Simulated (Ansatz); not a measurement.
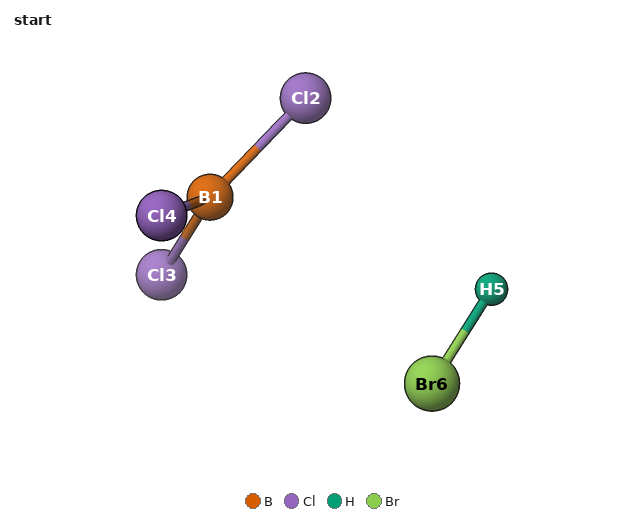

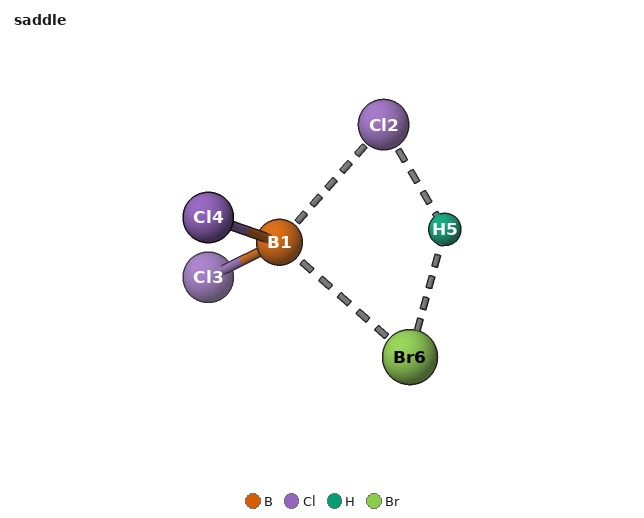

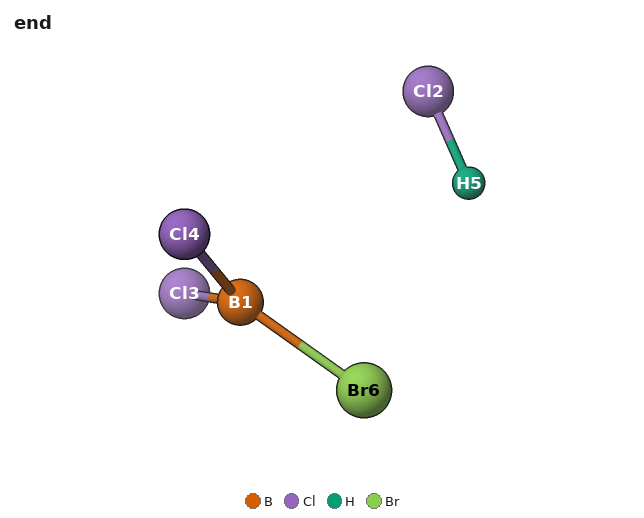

A saddle point and the two end points reached downhill from it. Broken sticks mark bonds that form or break. Charge 0, singlet. Geometries: PBE0-D4/def2-TZVP; all other levels are single points on them, and energies count from the start as drawn. Program: Ansatz 0.2.0. In CBS estimates cores are frozen, and CCSD(T) − MP2 is taken in the smaller basis.

Which bonds form and which break from start to end?

Formed: B1–Br6, Cl2–H5; broken: B1–Cl2, H5–Br6. At the saddle point B1···Br6 is 2.20 Å, Cl2···H5 is 1.55 Å, B1···Cl2 is 1.99 Å, H5···Br6 is 1.70 Å.

Give the electronic barrier and the reaction energy from start to end in eV (no zero-point energy) with CCSD(T)/CBS (MP2 limit from def2-TZVPP and def2-QZVPP plus CCSD(T) − MP2); BHLYP-D4/def2-TZVPP; B2PLYP (frozen core)/def2-TZVPP; PBE0-D4/def2-TZVPP.

| level | barrier | reaction energy |
| --- | --- | --- |
| CCSD(T)/CBS (MP2 limit from def2-TZVPP and def2-QZVPP plus CCSD(T) − MP2) | 1.128 | +0.077 |
| BHLYP-D4/def2-TZVPP | 1.356 | +0.123 |
| B2PLYP (frozen core)/def2-TZVPP | 1.208 | +0.110 |
| PBE0-D4/def2-TZVPP | 0.944 | +0.103 |
